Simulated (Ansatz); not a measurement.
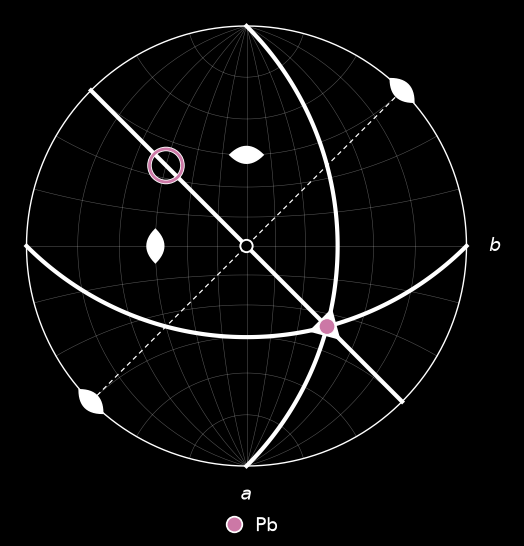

Directions from one hafnium atom at (1/4, 1/4, 1/4) to its bonded neighbours, in stereographic projection down c (filled: above the plane of the page or in it, open: below). Crystal: Hf₄Pb, coordinates from a relaxation with DFT PBE, scalar-relativistic, plane waves, PAW (Ansatz); the starting structure was generated, so it need not be a known form of this composition. The drawing is computed from the coordinates (standard cell, symmetry found to 0.002 Å).

Neighbours are counted up to 3.18 Å for Pb. The symmetry elements of the site are drawn in: heavy lines are mirror planes (a heavy rim: a mirror in the plane of the page); lens, triangle, square and hexagon are 2-, 3-, 4- and 6-fold axes, a lens in an open square is −4, a triangle in an open hexagon −6; thin dashed diameters join the ends of axes that lie in the page; a small open circle marks inversion.

```yaml
crystal:
  lattice:
    - [6.56028, 0.00000, 0.00000]
    - [0.00000, 6.56028, 0.00000]
    - [0.00000, 0.00000, 6.56028]
  atoms:
    - { symbol: Hf, position: [0.25000, 0.25000, 0.25000] }
    - { symbol: Hf, position: [0.25000, 0.25000, 0.75000] }
    - { symbol: Hf, position: [0.25000, 0.75000, 0.25000] }
    - { symbol: Hf, position: [0.75000, 0.25000, 0.25000] }
    - { symbol: Pb, position: [0.00000, 0.00000, 0.00000] }
    - { symbol: Hf, position: [0.75000, 0.75000, 0.75000] }
    - { symbol: Hf, position: [0.75000, 0.75000, 0.25000] }
    - { symbol: Hf, position: [0.75000, 0.25000, 0.75000] }
    - { symbol: Hf, position: [0.25000, 0.75000, 0.75000] }
    - { symbol: Pb, position: [0.50000, 0.50000, 0.50000] }
```

How many neighbours are there, and at what angles?

2: 2 Pb at 2.84 Å. Angles between bonds: 180° (1×).

What is the site's symmetry in the crystal?

Point group -3m (D3d), order 12: one threefold axis, three twofold axes, three mirror planes, an inversion centre. In Im-3m, No. 229 this is Wyckoff position 8c.
